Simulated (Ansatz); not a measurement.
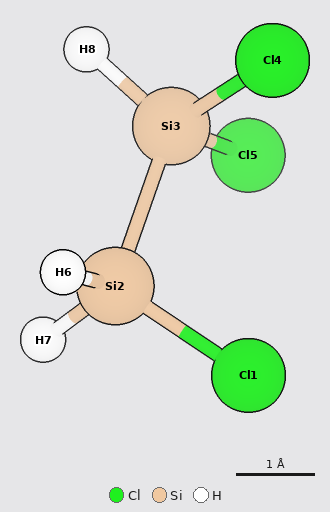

Si2H3Cl3, before the relaxation. The picture is a ball-and-stick view, seen from a free direction.

The start comes from PBE-D4/def2-SVP.

Level of theory: Ansatz, RKS PBE0-D4/def2-TZVP.

Input file:
```yaml
crystal:
  periodic: [false, false, false]
  atoms:
    - {symbol: Cl, position_ang: [-2.090555, 0.312388, 1.476296]}
    - {symbol: Si, position_ang: [-0.027675, 0.298834, 1.193582]}
    - {symbol: Si, position_ang: [0.313249, -0.254355, -1.065586]}
    - {symbol: Cl, position_ang: [-0.521267, -2.129756, -1.394274]}
    - {symbol: Cl, position_ang: [-0.659180, 1.174259, -2.220748]}
    - {symbol: H, position_ang: [0.593824, -0.724729, 2.101553]}
    - {symbol: H, position_ang: [0.527182, 1.660191, 1.505878]}
    - {symbol: H, position_ang: [1.749423, -0.302432, -1.496600]}
basis:
  gaussian: {orbitals: def2-TZVP}
hamiltonian: {xc: pbe0, dispersion: d4}
relax: {f_tol: 0.005, max_steps: 150}
```

> Where does the relaxation end?

The energy falls by 0.93 kcal/mol in 5 geometry steps. The largest force component goes from 0.55 to 0.0015 eV/Å. The atom that moves furthest after the best rigid fit is Cl1 (0.052 Å). By element the largest moves are Cl 0.052 Å, H 0.036 Å, Si 0.013 Å. Near-neighbour distances that change, for instance: Cl1–Si2 2.082 → 2.052 Å, Si2–H6 1.503 → 1.484 Å, Si2–Si3 2.351 → 2.341 Å.

History of the run:

```json
{"step": "0", "E − E(0), kcal/mol": "0.00", "largest force component, eV/Å": "0.5457"}
{"step": "1", "E − E(0), kcal/mol": "-0.86", "largest force component, eV/Å": "0.1533"}
{"step": "2", "E − E(0), kcal/mol": "-0.91", "largest force component, eV/Å": "0.0271"}
{"step": "3", "E − E(0), kcal/mol": "-0.92", "largest force component, eV/Å": "0.0112"}
{"step": "4", "E − E(0), kcal/mol": "-0.92", "largest force component, eV/Å": "0.0087"}
{"step": "5", "E − E(0), kcal/mol": "-0.93", "largest force component, eV/Å": "0.0015"}
```

Final geometry:

```xyz
8

Cl   -2.0638    0.3173    1.5205
Si   -0.0389    0.2977    1.1879
Si    0.3032   -0.2536   -1.0619
Cl   -0.5066   -2.1005   -1.4132
Cl   -0.6321    1.1452   -2.2274
H     0.5851   -0.7141    2.0756
H     0.5111    1.6428    1.4867
H     1.7270   -0.3005   -1.4681
```

The end point in the same view:

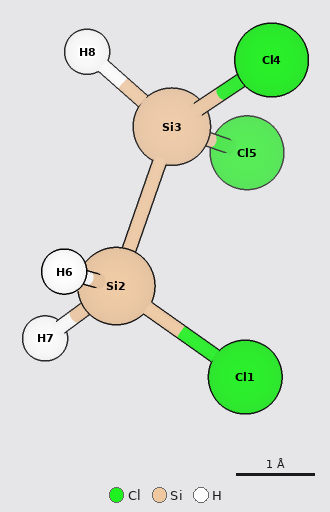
